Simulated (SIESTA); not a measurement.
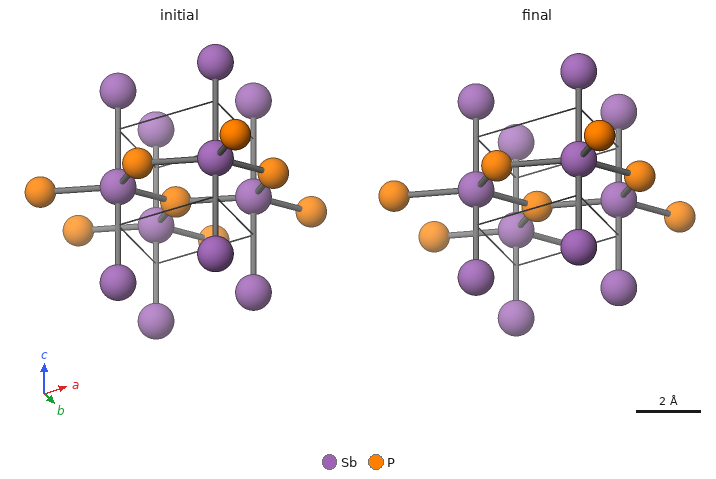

The structure of crystalline SbP (a generated structure, set up in P3m1) before (left) and after (right) a relaxation, at one scale.

A ball-and-stick model of the cell of the calculation, seen from a free direction.

The run lets cell and atoms move.

Method: Kohn-Sham DFT of a periodic cell, vdW-DF2, SG15 1.2, converted to PSML in SIESTA 5.4.2.

The input:
```
SystemName                      SbP
SystemLabel                     SbP
NumberOfSpecies                 2
NumberOfAtoms                   2
%block ChemicalSpeciesLabel
  1  51 Sb
  2  15 P
%endblock ChemicalSpeciesLabel

LatticeConstant                 1.0 Ang
%block LatticeVectors
     4.4251886400     0.0000000000     0.0000000000
    -2.2125943200     3.8323257800     0.0000000000
     0.0000000000     0.0000000000     3.1658890400
%endblock LatticeVectors
AtomicCoordinatesFormat         Ang
%block AtomicCoordinatesAndAtomicSpecies
     0.0000000000     0.0000000000     1.2706710394  1
    -0.0000000221     2.5548838661     1.3046247561  2
%endblock AtomicCoordinatesAndAtomicSpecies

%block kgrid.MonkhorstPack
    7   0   0  0.0
    0   7   0  0.0
    0   0   8  0.0
%endblock kgrid.MonkhorstPack
XC.Functional                   VDW
XC.Authors                      LMKLL
PAO.BasisSize                   DZP
PAO.EnergyShift                 0.01 Ry
Mesh.Cutoff                     500 Ry
OccupationFunction              FD
ElectronicTemperature           0.05 eV
MaxSCFIterations                120
SCF.MustConverge                false
SCF.Mixer.Method                Pulay
SCF.Mixer.Weight                0.25
SCF.Mixer.History               8
SCF.DM.Tolerance                5.0e-05
SCF.H.Tolerance                 1.0e-03 eV
WriteForces                     true
Charge.Mulliken                 end
MD.TypeOfRun                    CG
MD.Steps                        40
MD.MaxForceTol                  0.01 eV/Ang
MD.MaxDispl                     0.1 Ang
WriteCoorStep                   true
AtomCoorFormatOut               Fractional
MD.VariableCell                 true
MD.MaxStressTol                 0.1 GPa
Target.Pressure                 10 GPa
```

Launched with:
```bash
siesta SbP.fdf > SbP.out 2>&1
```

**What changed between the two?**

The largest moves relative to the cell, 0.014 Å, are those of Sb and P atoms. Largest moves by element: Sb 0.014 Å, P 0.014 Å. The drawn cell changes as follows: a = b 4.425 → 4.664 Å (+5.4 %), c 3.166 → 2.905 Å (−8.3 %); the volume changes by +1.9 %. Among the contacts that change: Sb–Sb 3.166 → 2.905 Å, P–Sb 2.555 → 2.695 Å. The space group (tolerance 0.01 Å) goes from P3m1 (No. 156) to P-6m2 (No. 187). After 14 geometry steps the energy has fallen by 204 meV per atom. With the target pressure of 10 GPa, the enthalpy E + pV changes by −171 meV per atom. The largest force component goes from 0.038 to 0.0039 eV/Å. The pressure goes from 13.97 to 9.98 GPa.
